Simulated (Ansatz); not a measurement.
Run report: AlSiH$_{7}$O$_{2}$, geometry relaxation (part 1 of 2)

System: AlSiH$_{7}$O$_{2}$.
Method: RKS revPBE/def2-SVP (Ansatz 0.2.0).

The input holds or restrains some coordinates. Forces given for the steps count only the free coordinates. It belongs to a series of runs on one base structure; here: pulled along the bonds that form and break, towards end B. Figures and captions count atoms from 1; the log counts them from 0 in places.

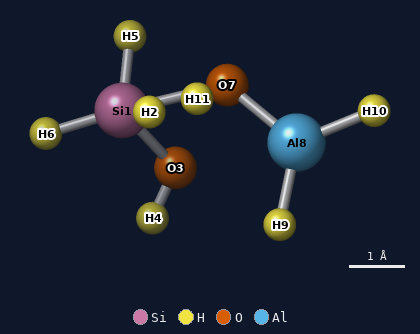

Figure 1. The structure as given in the input (ball-and-stick view, seen at a tilt; atoms are numbered from 1 in the order of the input). Sticks mark near contacts.

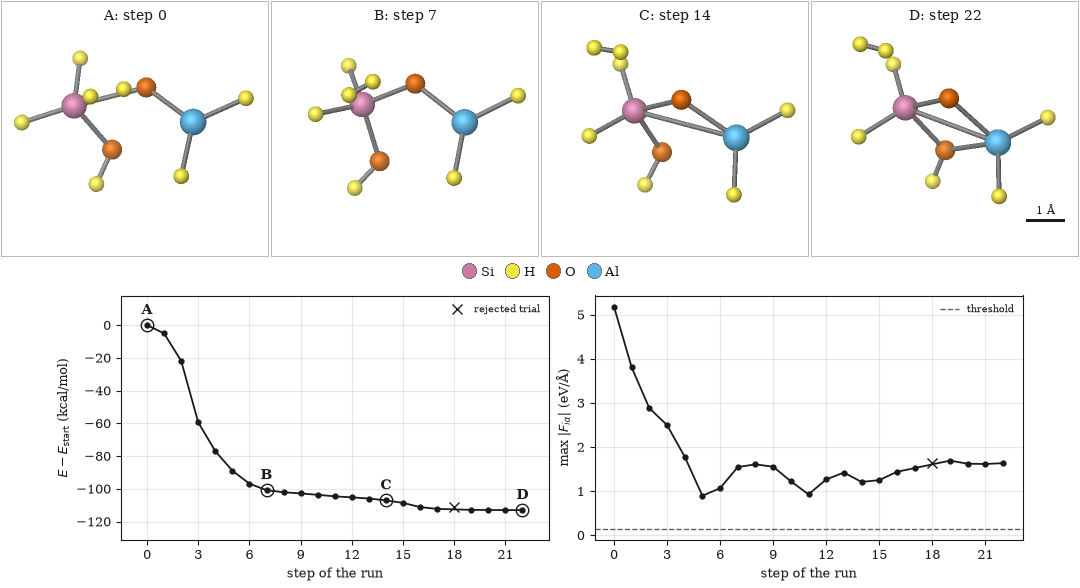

Figure 2. Frames of the restrained relaxation (ball-and-stick view, seen at a tilt) above the curves, on which the letters mark them (the first geometry is step 0 here and step 1 in the log).

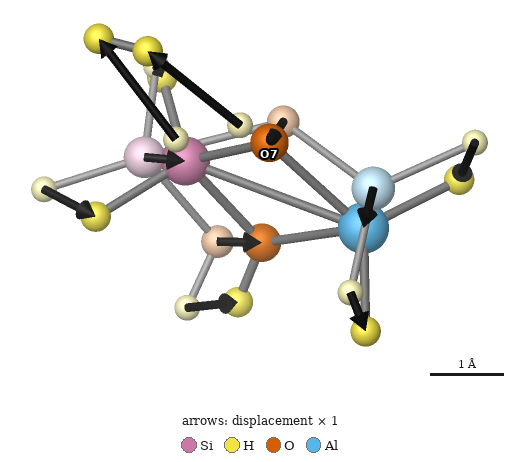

Figure 3. Start (faint) and end (solid) with the displacements as black arrows, at true length (ball-and-stick view, seen at a tilt). The two geometries are laid on each other by the best rigid fit. Over 22 geometry steps the energy falls by 113.0 kcal/mol. Largest force component: 5.2 eV/Å at the start, 1.6 eV/Å at the end. The line search rejected the trial step at point 18 (counted from 0) and went back. The atom that moves furthest after the best rigid fit is H2 (1.75 Å). By element the largest moves are H 1.75 Å, O 1.20 Å, Al 0.63 Å, Si 0.58 Å. Among the contacts that change: O3–Al8 2.810 → 2.064 Å, Si1–Al8 3.336 → 2.695 Å, Si1–O7 1.980 → 1.663 Å, H2–H11 0.963 → 0.721 Å. New bonds form: H2–H11 (0.96 → 0.72 Å), O3–Al8 (2.81 → 2.06 Å). Among the angles that change: H6–Si1–O7 176.5° → 118.8°, H5–Si1–O7 72.9° → 117.1°, O3–Si1–O7 67.1° → 91.8°. (Atoms are counted from 1 in the order of the input.)

These pictures come from the run below.

### The input
```yaml
crystal:
  periodic: [false, false, false]
  atoms:
    - { symbol: Si, position_ang: [0.0, 0.0, 0.0] }
    - { symbol: H, position_ang: [0.0, 0.0, 1.81] }
    - { symbol: O, position_ang: [1.5842, 0.0, -0.5594] }
    - { symbol: H, position_ang: [1.9006, -0.9521, -0.6761] }
    - { symbol: H, position_ang: [-0.6877, 1.1914, -0.4862] }
    - { symbol: H, position_ang: [-0.6877, -1.1914, -0.4862] }
    - { symbol: O, position_ang: [1.0384, 1.566, 0.6243] }
    - { symbol: Al, position_ang: [2.4929, 1.4846, 1.6472] }
    - { symbol: H, position_ang: [3.2106, 0.1184, 1.8753] }
    - { symbol: H, position_ang: [3.0499, 2.7795, 2.3155] }
    - { symbol: H, position_ang: [0.5308, 0.8005, 1.7351] }
basis:
  gaussian: { orbitals: def2-SVP }
hamiltonian:
  xc: revpbe
relax:
  f_tol: 0.15
  max_steps: 25
  restrain:
    - { distance: [0, 6], at: 1.68, k: 30.0 }
    - { distance: [10, 1], at: 0.66, k: 30.0 }
    - { distance: [0, 1], at: 2.66, k: 30.0 }
    - { distance: [10, 6], at: 2.21, k: 30.0 }
```

Run as:
```bash
ansatz run input.yaml --threads 2 --pin off --max-ram 3072MiB --backend cpu --events-out ev --progress --plain --runs-dir out
```

### Log
```
The last accepted step is kept in [file] (removed where the run ends without a failure and the disk answers)
Engine: ansatz 0.2.0, aarch64-unknown-linux-gnu
Functional definition: revPBE
  parameter kappa = 1.245
  parameter beta = 0.06672455060314922
  exchange = pbe_x(kappa = kappa, mu = beta*pi^2/3)
  correlation = pbe_c(beta = beta)
1081 factors; their error is unknown
mean field evaluation 1: about -18654.9369 eV, gradient 8.1e1 eV
mean field evaluation 2: about -18466.2081 eV, gradient 2.5e2 eV
mean field evaluation 4: about -18663.6704 eV, gradient 4.5e1 eV
mean field evaluation 8: about -18667.8823 eV, gradient 2.3e-1 eV
mean field evaluation 16: about -18667.8219 eV, gradient 2.3e-4 eV
mean field -18667.82191362 eV, -686.0298018215 hartree, gradient 6.9e-5 eV, S^2 0.000000; 0 other end points of the search recorded, 0 dependent functions left out
the calculation of the forces begins
reference -18667.82196965 eV, -686.0298038805 hartree; 25, 25 occupied and 74, 74 virtual orbitals, 1081 factors
relax step   1: F+E_penalty+E_count = -18667.82191362 eV  Δ(F+E_penalty+E_count) = +0.000e0 eV  max|allowed force component| = 5.184e0 eV/Å  E_restraint = 22.43038544 eV  max|allowed force component, restraints' pulls added| = 2.446e1 eV/Å  Δτ_max = 0.0000 Å  (28 SCF iters, accepted)
  distance Si 0 - O 6 = 1.9800 Å
  distance H 10 - H 1 = 0.9634 Å
  distance Si 0 - H 1 = 1.8100 Å
  distance H 10 - O 6 = 1.4414 Å
these checks for a lower state are left out or cut short: starts, cluster_reference, orbital_swaps, neighbouring_geometries, increment
1081 factors; their error is unknown
mean field -18668.04287639 eV, -686.0379220535 hartree, gradient 6.6e-6 eV, S^2 0.000000; 0 other end points of the search recorded, 0 dependent functions left out
[... from here on the field's lines of each further geometry are left out, up to the last ...]
relax step   2: F+E_penalty+E_count = -18668.04287639 eV  Δ(F+E_penalty+E_count) = -2.210e-1 eV  max|allowed force component| = 3.806e0 eV/Å  E_restraint = 9.33104490 eV  max|allowed force component, restraints' pulls added| = 1.521e1 eV/Å  Δτ_max = 0.1949 Å  (36 SCF iters, accepted)
relax step   3: F+E_penalty+E_count = -18668.77069340 eV  Δ(F+E_penalty+E_count) = -7.278e-1 eV  max|allowed force component| = 2.880e0 eV/Å  E_restraint = 1.95595762 eV  max|allowed force component, restraints' pulls added| = 7.855e0 eV/Å  Δτ_max = 0.1947 Å  (34 SCF iters, accepted)
relax step   4: F+E_penalty+E_count = -18670.40013170 eV  Δ(F+E_penalty+E_count) = -1.629e0 eV  max|allowed force component| = 2.497e0 eV/Å  E_restraint = 0.04421731 eV  max|allowed force component, restraints' pulls added| = 1.453e0 eV/Å  Δτ_max = 0.1938 Å  (33 SCF iters, accepted)
relax step   5: F+E_penalty+E_count = -18671.16028679 eV  Δ(F+E_penalty+E_count) = -7.602e-1 eV  max|allowed force component| = 1.779e0 eV/Å  E_restraint = 0.07721017 eV  max|allowed force component, restraints' pulls added| = 1.388e0 eV/Å  Δτ_max = 0.1947 Å  (29 SCF iters, accepted)
relax step   6: F+E_penalty+E_count = -18671.67920634 eV  Δ(F+E_penalty+E_count) = -5.189e-1 eV  max|allowed force component| = 8.959e-1 eV/Å  E_restraint = 0.10989950 eV  max|allowed force component, restraints' pulls added| = 1.792e0 eV/Å  Δτ_max = 0.1989 Å  (28 SCF iters, accepted)
relax step   7: F+E_penalty+E_count = -18672.02111968 eV  Δ(F+E_penalty+E_count) = -3.419e-1 eV  max|allowed force component| = 1.067e0 eV/Å  E_restraint = 0.09289931 eV  max|allowed force component, restraints' pulls added| = 1.325e0 eV/Å  Δτ_max = 0.1949 Å  (27 SCF iters, accepted)
relax step   8: F+E_penalty+E_count = -18672.19394809 eV  Δ(F+E_penalty+E_count) = -1.728e-1 eV  max|allowed force component| = 1.546e0 eV/Å  E_restraint = 0.06852960 eV  max|allowed force component, restraints' pulls added| = 3.788e-1 eV/Å  Δτ_max = 0.2000 Å  (27 SCF iters, accepted)
relax step   9: F+E_penalty+E_count = -18672.24846562 eV  Δ(F+E_penalty+E_count) = -5.452e-2 eV  max|allowed force component| = 1.607e0 eV/Å  E_restraint = 0.07789531 eV  max|allowed force component, restraints' pulls added| = 3.713e-1 eV/Å  Δτ_max = 0.2000 Å  (27 SCF iters, accepted)
relax step  10: F+E_penalty+E_count = -18672.28000431 eV  Δ(F+E_penalty+E_count) = -3.154e-2 eV  max|allowed force component| = 1.554e0 eV/Å  E_restraint = 0.06859498 eV  max|allowed force component, restraints' pulls added| = 3.067e-1 eV/Å  Δτ_max = 0.2000 Å  (26 SCF iters, accepted)
relax step  11: F+E_penalty+E_count = -18672.31671030 eV  Δ(F+E_penalty+E_count) = -3.671e-2 eV  max|allowed force component| = 1.223e0 eV/Å  E_restraint = 0.08500147 eV  max|allowed force component, restraints' pulls added| = 5.513e-1 eV/Å  Δτ_max = 0.1996 Å  (27 SCF iters, accepted)
relax step  12: F+E_penalty+E_count = -18672.35639637 eV  Δ(F+E_penalty+E_count) = -3.969e-2 eV  max|allowed force component| = 9.265e-1 eV/Å  E_restraint = 0.09878550 eV  max|allowed force component, restraints' pulls added| = 8.603e-1 eV/Å  Δτ_max = 0.1983 Å  (27 SCF iters, accepted)
relax step  13: F+E_penalty+E_count = -18672.38426202 eV  Δ(F+E_penalty+E_count) = -2.787e-2 eV  max|allowed force component| = 1.265e0 eV/Å  E_restraint = 0.06498407 eV  max|allowed force component, restraints' pulls added| = 2.331e-1 eV/Å  Δτ_max = 0.1998 Å  (26 SCF iters, accepted)
relax step  14: F+E_penalty+E_count = -18672.41463365 eV  Δ(F+E_penalty+E_count) = -3.037e-2 eV  max|allowed force component| = 1.421e0 eV/Å  E_restraint = 0.06101535 eV  max|allowed force component, restraints' pulls added| = 2.013e-1 eV/Å  Δτ_max = 0.1999 Å  (28 SCF iters, accepted)
relax step  15: F+E_penalty+E_count = -18672.46410799 eV  Δ(F+E_penalty+E_count) = -4.947e-2 eV  max|allowed force component| = 1.208e0 eV/Å  E_restraint = 0.09434292 eV  max|allowed force component, restraints' pulls added| = 1.021e0 eV/Å  Δτ_max = 0.1964 Å  (27 SCF iters, accepted)
relax step  16: F+E_penalty+E_count = -18672.53137031 eV  Δ(F+E_penalty+E_count) = -6.726e-2 eV  max|allowed force component| = 1.250e0 eV/Å  E_restraint = 0.07851605 eV  max|allowed force component, restraints' pulls added| = 6.153e-1 eV/Å  Δτ_max = 0.1910 Å  (27 SCF iters, accepted)
relax step  17: F+E_penalty+E_count = -18672.64223798 eV  Δ(F+E_penalty+E_count) = -1.109e-1 eV  max|allowed force component| = 1.438e0 eV/Å  E_restraint = 0.06664234 eV  max|allowed force component, restraints' pulls added| = 4.911e-1 eV/Å  Δτ_max = 0.1997 Å  (27 SCF iters, accepted)
relax step  18: F+E_penalty+E_count = -18672.68875776 eV  Δ(F+E_penalty+E_count) = -4.652e-2 eV  max|allowed force component| = 1.522e0 eV/Å  E_restraint = 0.06472942 eV  max|allowed force component, restraints' pulls added| = 3.549e-1 eV/Å  Δτ_max = 0.1238 Å  (28 SCF iters, accepted)
relax step  19: F+E_penalty+E_count = -18672.63237575 eV  Δ(F+E_penalty+E_count) = +5.638e-2 eV  max|allowed force component| = 1.634e0 eV/Å  E_restraint = 0.06662965 eV  max|allowed force component, restraints' pulls added| = 1.053e0 eV/Å  Δτ_max = 0.1532 Å  (28 SCF iters, rejected (line search))
relax step  20: F+E_penalty+E_count = -18672.71538187 eV  Δ(F+E_penalty+E_count) = -2.662e-2 eV  max|allowed force component| = 1.692e0 eV/Å  E_restraint = 0.06468069 eV  max|allowed force component, restraints' pulls added| = 4.210e-1 eV/Å  Δτ_max = 0.0733 Å  (27 SCF iters, accepted)
relax step  21: F+E_penalty+E_count = -18672.71819108 eV  Δ(F+E_penalty+E_count) = -2.809e-3 eV  max|allowed force component| = 1.622e0 eV/Å  E_restraint = 0.06179173 eV  max|allowed force component, restraints' pulls added| = 1.654e-1 eV/Å  Δτ_max = 0.1000 Å  (27 SCF iters, accepted)
relax step  22: F+E_penalty+E_count = -18672.72129520 eV  Δ(F+E_penalty+E_count) = -3.104e-3 eV  max|allowed force component| = 1.615e0 eV/Å  E_restraint = 0.06285556 eV  max|allowed force component, restraints' pulls added| = 1.709e-1 eV/Å  Δτ_max = 0.0404 Å  (27 SCF iters, accepted)
the calculation of the forces begins
reference -18672.72195585 eV, -686.2098750519 hartree; 25, 25 occupied and 74, 74 virtual orbitals, 1081 factors
relax step  23: F+E_penalty+E_count = -18672.72190188 eV  Δ(F+E_penalty+E_count) = -6.067e-4 eV  max|allowed force component| = 1.634e0 eV/Å  E_restraint = 0.06238479 eV  max|allowed force component, restraints' pulls added| = 5.963e-2 eV/Å  Δτ_max = 0.0223 Å  (27 SCF iters, accepted)
  distance Si 0 - O 6 = 1.6626 Å
  distance H 10 - H 1 = 0.7215 Å
  distance Si 0 - H 1 = 2.6648 Å
  distance H 10 - O 6 = 2.2172 Å
1081 factors; their error is unknown
mean field evaluation 192: about -18672.7219 eV, gradient 1.2e-4 eV
mean field -18672.72190188 eV, -686.2098730686 hartree, gradient 2.5e-5 eV, S^2 0.000000; 1 other end points of the search recorded, 0 dependent functions left out
the calculation of the forces begins
reference -18672.72195585 eV, -686.2098750519 hartree; 25, 25 occupied and 74, 74 virtual orbitals, 1081 factors
Total energy: -18672.72195585 eV, -686.2098750519 hartree
Atom 0 at     0.421101     0.252440     0.267401 Å, force     0.258608     0.219488     0.363401 eV/Å
Atom 1 at    -1.635079     0.156838     1.959761 Å, force    -1.634030    -0.796723    -0.606081 eV/Å
Atom 2 at     1.972259     0.441152    -0.594050 Å, force     0.043617    -0.031257    -0.059634 eV/Å
Atom 3 at     2.333149    -0.247185    -1.183776 Å, force    -0.010290     0.027833     0.022925 eV/Å
Atom 4 at    -0.622930     1.025853    -0.477548 Å, force     0.009312    -0.011045    -0.006674 eV/Å
Atom 5 at     0.108805    -1.217056     0.278082 Å, force     0.004248     0.009393    -0.009432 eV/Å
Atom 6 at     1.039825     0.949371     1.644267 Å, force     0.040928    -0.158940    -0.473325 eV/Å
Atom 7 at     2.790108     1.190877     1.146134 Å, force    -0.010739     0.018880     0.008619 eV/Å
Atom 8 at     3.832153     0.069985     1.634470 Å, force    -0.008803     0.003485    -0.004277 eV/Å
Atom 9 at     3.235147     2.709233     0.892522 Å, force    -0.008502    -0.025187     0.004255 eV/Å
Atom 10 at    -1.042539     0.465392     2.232236 Å, force     1.315653     0.744071     0.760225 eV/Å
Dipole moment:    -0.246052    -0.453077    -0.592119 e Å
```

### Trajectory as extended XYZ (Å, eV, eV/Å), 23 frames, from step=1 to step=23
```
11
Properties=species:S:1:pos:R:3:forces:R:3 step=1 energy=-18667.82191
Si    0.0000    0.0000    0.0000    1.3786   2.8811   0.3798
H     0.0000    0.0000    1.8100   -0.7137  -1.0833  -0.3305
O     1.5842    0.0000   -0.5594    1.6087  -5.1836  -1.8216
H     1.9006   -0.9521   -0.6761   -0.1355   0.8893  -0.6115
H    -0.6877    1.1914   -0.4862   -1.5112  -0.1188  -0.4470
H    -0.6877   -1.1914   -0.4862   -0.3710  -1.2187   0.3221
O     1.0384    1.5660    0.6243   -0.2692   2.5931   4.9948
Al    2.4929    1.4846    1.6472   -0.1226   0.5292  -1.1598
H     3.2106    0.1184    1.8753    0.1909  -0.5956   0.2516
H     3.0499    2.7795    2.3155    0.1490   0.4956   0.1947
H     0.5308    0.8005    1.7351   -0.2040   0.8118  -1.7727
11
Properties=species:S:1:pos:R:3:forces:R:3 step=2 energy=-18668.04288
Si    0.0422    0.0810   -0.1334    2.3071   2.7862   0.5711
H     0.0130    0.0199    2.0034   -0.6178  -0.9704   0.4654
O     1.6279   -0.0352   -0.5957    1.3086  -3.8056  -1.8672
H     1.9046   -0.9679   -0.6868    0.3225  -0.4852  -0.7486
H    -0.7134    1.2102   -0.5052   -2.0016   0.7353  -1.0071
H    -0.6847   -1.1942   -0.4815    0.1062  -0.3911   0.8634
O     1.0519    1.6053    0.5372   -0.3363   1.6401   3.4863
Al    2.4824    1.4913    1.6256   -0.7526   0.4930  -1.4792
H     3.2109    0.1137    1.8776    0.0744  -0.4083   0.1977
H     3.0507    2.7844    2.3166    0.0847   0.3687   0.1252
H     0.4465    0.6884    1.8416   -0.4953   0.0374  -0.6070
11
Properties=species:S:1:pos:R:3:forces:R:3 step=3 energy=-18668.77069
Si    0.1196    0.1978   -0.2496    1.3491   1.6190   0.8955
H     0.0035    0.0028    2.1695   -1.6145  -2.6193   1.3439
O     1.6736   -0.0798   -0.6400    1.9102  -2.4647  -2.0094
H     1.9125   -1.0019   -0.7017    0.4515  -1.4703  -0.6777
H    -0.7535    1.2385   -0.5341   -2.2773   1.1582  -1.3705
H    -0.6691   -1.1779   -0.4507    0.7137   0.6946   0.9217
O     1.0571    1.6401    0.4375   -0.4508   0.7972   2.8803
Al    2.4602    1.5005    1.5920   -0.7303   0.2901  -1.4255
H     3.2090    0.1109    1.8799   -0.1364  -0.1119   0.0906
H     3.0504    2.7888    2.3155   -0.0835   0.1978  -0.0117
H     0.3686    0.5771    1.9811    0.8682   1.9093  -0.6371
11
Properties=species:S:1:pos:R:3:forces:R:3 step=4 energy=-18670.40013
Si    0.2130    0.3605   -0.2865    1.0077  -0.3071  -0.2637
H    -0.0464   -0.0833    2.3357   -1.4398  -2.4975   1.1174
O     1.7692   -0.1625   -0.7590    0.1922  -1.3659  -0.7619
H     1.9342   -1.1340   -0.7628   -0.2907   0.3567  -0.3334
H    -0.8471    1.2808   -0.6543   -0.9288   0.2798  -1.1596
H    -0.5856   -1.0701   -0.3597    0.8000   1.0643   0.8644
O     1.0192    1.6806    0.4422    0.3001   0.1575   2.0430
Al    2.4601    1.5174    1.5265   -0.2880  -0.0314  -0.6480
H     3.1860    0.1133    1.8790   -0.2340   0.1141  -0.0627
H     3.0337    2.8001    2.3012   -0.1689   0.0924  -0.2100
H     0.2957    0.4940    2.1372    1.0502   2.1370  -0.5855
```
